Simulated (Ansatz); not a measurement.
## A computed series for PtTe2: pressure series

Take PtTe$_{2}$ (space group P-3m1, No. 164; a = 4.052 Å, c = 5.096 Å; layered) as the base.

Cell and atoms are relaxed at each pressure.

Calculations: PBE-D3(BJ) (Ansatz, a program for electronic structure), no spin-orbit coupling.

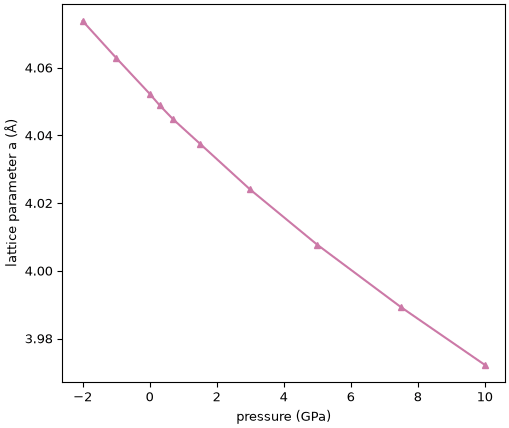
*Lattice parameter a against pressure*

```tsv
pressure (GPa)	lattice parameter a
-2	407.4 pm
-1	406.3 pm
0.3	404.9 pm
0.7	404.5 pm
1.5	403.8 pm
3	402.4 pm
5	400.8 pm
7.5	398.9 pm
10	397.2 pm
```

Load acts through the strain it causes; cell and atoms are relaxed under it. No phonon test of stability was made. No other phases were tried under pressure. All final runs are without spin polarisation.
